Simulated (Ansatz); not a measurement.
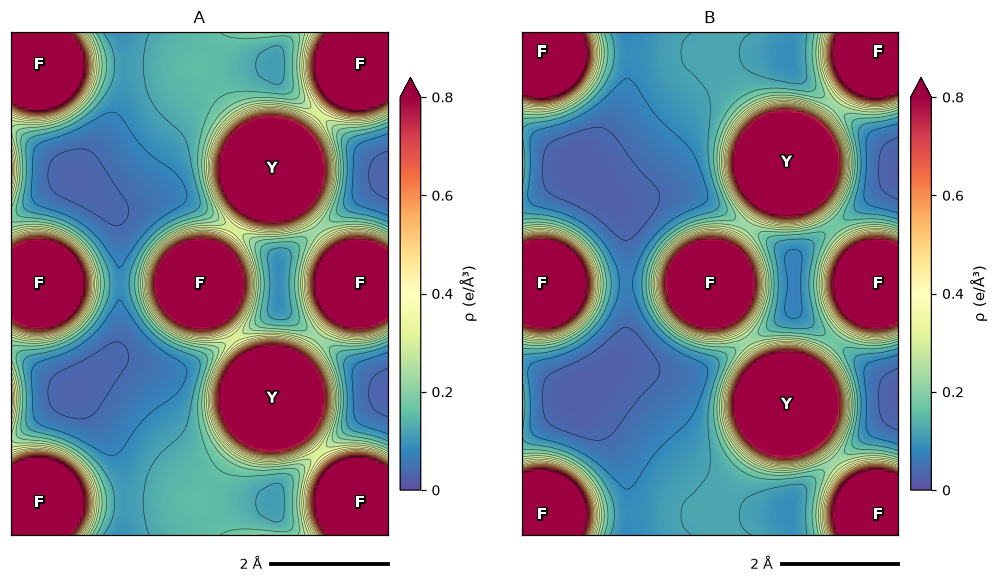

Y₂F₃. The valence electron density of two cells that differ in size and shape, on the (011) plane of each (indices in the axes of the calculation cell), at one length scale and on one colour scale: B has 18.1 Å³ an atom and A 15.5.

Space group P4₂/mcm; a generated structure, not necessarily the stable one.

Level of theory: DFT PBE, scalar-relativistic, plane waves, PAW (Ansatz).

The density is the valence pseudo-density of a PAW calculation; it isn't the true density close to the nuclei.

### What does the compression do to the bonding and the properties?

From the larger cell to the smaller, Y–F goes from 2.46 to 2.33 Å, and the density at its midpoint from 0.23 to 0.32 e/Å³; the pressure goes from −7 to 6 GPa.
